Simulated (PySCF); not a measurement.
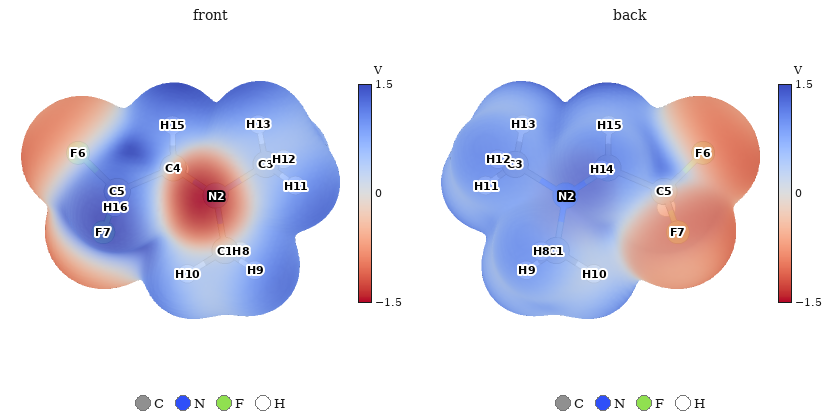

C$_{4}$H$_{9}$F$_{2}$N. The molecular electrostatic potential painted on the density surface at 0.004 e/bohr³, seen from the front and from behind; the colour scale runs from red (negative) to blue (positive).

Geometry: GFN2-xTB.

Level of theory: PBE0/def2-SVPD, SCF density, gas phase in PySCF.

```xyz
16

C    -0.9254    1.1931    0.4277
N    -0.5212   -0.1947    0.5551
C    -1.5118   -1.0780   -0.0282
C     0.7949   -0.4321   -0.0039
C     1.8813    0.1883    0.8691
F     3.0386   -0.5099    0.7556
F     2.1826    1.4539    0.4859
H    -1.0304    1.5041   -0.6227
H    -1.8825    1.3256    0.9291
H    -0.1931    1.8374    0.9078
H    -2.4655   -0.9073    0.4675
H    -1.6441   -0.9157   -1.1084
H    -1.2159   -2.1124    0.1377
H     0.9059   -0.0456   -1.0323
H     0.9787   -1.5092   -0.0160
H     1.6003    0.2115    1.9322
```

Q: Where is the surface potential most negative and most positive?

A: The most negative region (about −1.4 V) lies over N2, the most positive (about +1.4 V) over C5, H15 and H16. N2 is the likeliest acceptor of a hydrogen bond.

Q: How polar is the molecule by this calculation?

A: Its dipole moment is 2.44 D.
